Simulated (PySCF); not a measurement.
**CH7NOSi (SMILES OCN[SiH3]): levels of theory compared**

We compute a comparison of 5 runs (HF/3-21G, HF/def2-SVP, B2PLYP/def2-SVP, BP86/6-31G**, PBE0/def2-SVP) of CH7NOSi. Input form: a Python script.

The calculation is run with PySCF 2.14.0.

## 1. The system as given

The species is CH7NOSi (11 atoms), meant as a singlet with charge 0. SMILES: `OCN[SiH3]`. The shape is that of a PBE0-D4/def2-TZVP optimisation. This is one conformer, not always the lowest.

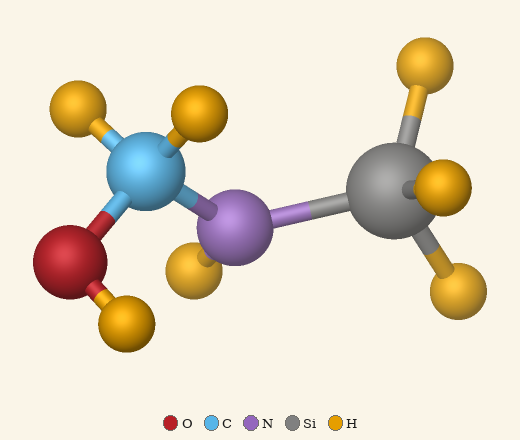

The structure, seen from a chosen angle (oxygen red, carbon blue, nitrogen purple, silicon grey, hydrogen amber).

## 2. Energy and gradient at HF/3-21G (run 1)

job.py reads:

```python
# OCN[SiH3]
from pyscf import gto

system = gto.M(
    atom='''
O     -2.282789     3.417570    -1.263093
C     -0.018519     2.263514    -0.492463
N      0.040629    -0.386071    -1.043507
Si     0.892896    -2.694560     1.079412
H     -3.648494     2.439825    -0.565595
H      1.468128     3.312879    -1.476443
H      0.284971     2.495572     1.550331
H      0.062739    -0.775733    -2.909611
H     -0.401945    -2.155233     3.515080
H      3.655486    -2.863880     1.621574
H      0.070109    -5.161976     0.024000
''',
    spin=0,
    max_memory=1860,
    charge=0,
    verbose=4,
    basis='3-21g',
    unit='bohr',
)

hf = system.RHF()
hf.conv_tol = 1e-10
hf.kernel()
if not hf.converged:
    hf = hf.newton().run(hf.mo_coeff, hf.mo_occ)

e_tot = hf.e_tot
print('Final energy', e_tot)
grad = hf.nuc_grad_method().kernel()
hf.analyze()
```

Started as:

```
$ OMP_NUM_THREADS=1 python job.py
```

Output:

```text
PySCF version 2.14.0

[... 85 lines left out ...]
Two-electron Coulomb Energy =          387.793586900916580
[... 12 lines left out ...]
MO #10  energy= -1.16954814757619  occ= 2
[... 10 lines left out ...]
MO #21  energy= -0.380218498525297 occ= 2
[... 10 lines left out ...]
MO #32  energy= 0.478803058739777  occ= 0
[... 10 lines left out ...]
MO #43  energy= 1.35824484929058   occ= 0
[... 10 lines left out ...]
MO #54  energy= 3.44008862937263   occ= 0
[... 68 lines left out ...]
Dipole moment(X, Y, Z, Debye):  0.47706, -1.23247,  0.31866
```

It took 1.8 s on 1 thread of Arm Neoverse V2, shared host; peak memory 0.12 GiB.

## 3. Energy and forces at HF/def2-SVP (run 2)

run.py reads:

```python
from pyscf import gto, scf

mol = gto.M(
    atom='''
O     -2.282789     3.417570    -1.263093
C     -0.018519     2.263514    -0.492463
N      0.040629    -0.386071    -1.043507
Si     0.892896    -2.694560     1.079412
H     -3.648494     2.439825    -0.565595
H      1.468128     3.312879    -1.476443
H      0.284971     2.495572     1.550331
H      0.062739    -0.775733    -2.909611
H     -0.401945    -2.155233     3.515080
H      3.655486    -2.863880     1.621574
H      0.070109    -5.161976     0.024000
''',
    charge=0,
    basis='def2-svp',
    max_memory=1860,
    unit='bohr',
    spin=0,
    verbose=4,
)

myscf = scf.RHF(mol)
myscf.conv_tol = 1e-10
myscf.kernel()
if not myscf.converged:
    myscf = myscf.newton().run(myscf.mo_coeff, myscf.mo_occ)

e_final = myscf.e_tot
print('Final energy', e_final)
grad = myscf.nuc_grad_method().kernel()
dip = myscf.dip_moment()
pop, q = myscf.mulliken_pop()
```

Started as:

```
$ OMP_NUM_THREADS=1 python run.py
```

Output:

```text
PySCF version 2.14.0

[... 67 lines left out ...]
converged SCF energy = -459.973388948728
Final energy -459.9733889487285
[... 11 lines left out ...]
Dipole moment(X, Y, Z, Debye):  0.28605, -0.99782,  0.14929
[... 107 lines left out ...]
charge of   10H =     -0.16003
```

Run time: 5.7 s. Hardware: 1 thread of Arm Neoverse V2, shared host; peak memory 0.19 GiB.

Runs 3 to 4 aren't shown in full; the table further down has their settings and results.

## 4. Energy and gradient at PBE0/def2-SVP (run 5)

mol.xyz reads:

```xyz
11

O     -1.208000     1.808500    -0.668400
C     -0.009800     1.197800    -0.260600
N      0.021500    -0.204300    -0.552200
Si     0.472500    -1.425900     0.571200
H     -1.930700     1.291100    -0.299300
H      0.776900     1.753100    -0.781300
H      0.150800     1.320600     0.820400
H      0.033200    -0.410500    -1.539700
H     -0.212700    -1.140500     1.860100
H      1.934400    -1.515500     0.858100
H      0.037100    -2.731600     0.012700
```

run.py reads:

```python
import pyscf.grad
from pyscf import gto, dft

mol = gto.M(
    atom='mol.xyz',
    charge=0,
    basis='def2-svp',
    max_memory=1860,
    verbose=4,
    spin=0,
)

calc0 = dft.RKS(mol)
calc0.xc = 'pbe0'
calc0.grids.level = 5
calc0.conv_tol = 1e-10
calc0.kernel()
if not calc0.converged:
    calc0 = calc0.newton().run(calc0.mo_coeff, calc0.mo_occ)

etot = calc0.e_tot
print(f'total energy: {etot:.8f} hartree')
grad = calc0.Gradients().kernel()
calc0.analyze()
```

Started as:

```
$ OMP_NUM_THREADS=1 python run.py
```

Output:

```text
PySCF version 2.14.0

[... 105 lines left out ...]
MO #5   energy= -5.3398327871043   occ= 2
[... 17 lines left out ...]
MO #23  energy= 0.0670983381498904 occ= 0
[... 17 lines left out ...]
MO #41  energy= 0.566559973495816  occ= 0
[... 17 lines left out ...]
MO #59  energy= 1.28244686978243   occ= 0
[... 17 lines left out ...]
MO #77  energy= 2.03710273171267   occ= 0
[... 17 lines left out ...]
MO #95  energy= 3.79150834364276   occ= 0
[... 109 lines left out ...]
Dipole moment(X, Y, Z, Debye):  0.09615, -0.84616, -0.00650
```

Wall time 32 s (1 thread of Arm Neoverse V2, shared host); peak memory 0.94 GiB.

## 5. The series

```tsv
run	level	task	frozen core orbitals	energy (Eh)	dipole moment (D)	HOMO energy (eV)	LUMO energy (eV)	wall time
1	HF/3-21G	gradient	–	-457.697547	1.36	-10.35	4.56	1.8 s
2	HF/def2-SVP	gradient	–	-459.973389	1.05	-10.65	4.15	5.7 s
3	B2PLYP/def2-SVP	energy	8	-461.261484	0.94	-8.40	2.11	23 s
4	BP86/6-31G** (spherical functions)	gradient	–	-461.791312	0.78	-5.61	0.01	34 s
5	PBE0/def2-SVP	gradient	–	-461.249270	0.85	-7.09	0.91	32 s
```

## 6. What came out

| quantity | value |
| --- | --- |
| run 5: total energy | -461.24927 Eh |
| run 5: dipole moment | 0.85 D |
| run 5: HOMO energy | -7.09 eV |
| run 5: LUMO energy | 0.91 eV |
| run 5: HOMO–LUMO gap | 7.99 eV |
| run 5: largest force on an atom | 0.733 eV/Å |

**Reading.** The dipole moment (its size) runs from 0.78 D (BP86/6-31G**) to 1.36 D (HF/3-21G). The two ends differ in method and basis. The HOMO–LUMO gap runs from 5.62 eV (BP86/6-31G**) to 14.90 eV (HF/3-21G). Totals of different functionals can't be ranked against each other. All runs together took 96 s, the longest 34 s.
